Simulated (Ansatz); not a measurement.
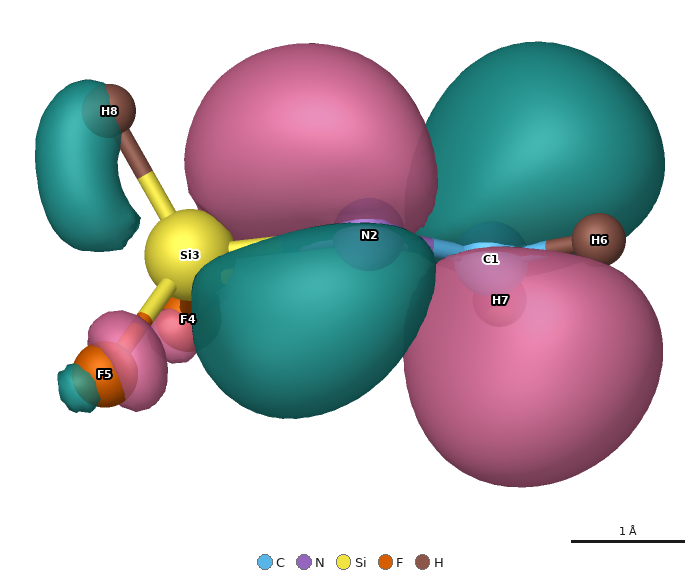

Figure. CH3F2NSi. The LUMO at ±0.08 Å⁻³ᐟ² (teal and pink are the two phases), seen from one side.

Geometry: PBE0-D4/def2-TZVP.

Level of theory: Ansatz 0.2.0, RKS PBE0-D4/def2-TZVPP.

```xyz
8

C     0.3989    1.4725    0.0682
N    -0.3931    0.5708    0.4462
Si   -0.3900   -1.0766   -0.0147
F     0.8150   -1.4433   -0.9865
F    -0.1996   -1.9470    1.2922
H     0.2777    2.4988    0.4326
H     1.2362    1.3075   -0.6247
H    -1.6528   -1.4399   -0.6692
```

Describe this orbital and give its energy.

Answer. By Hirshfeld shares it lies mainly on C1 (about 45 %), N2 (about 30 %) and Si3 (about 10 %); π-antibonding (π*) across C1–N2. Its energy is −1.59 eV.
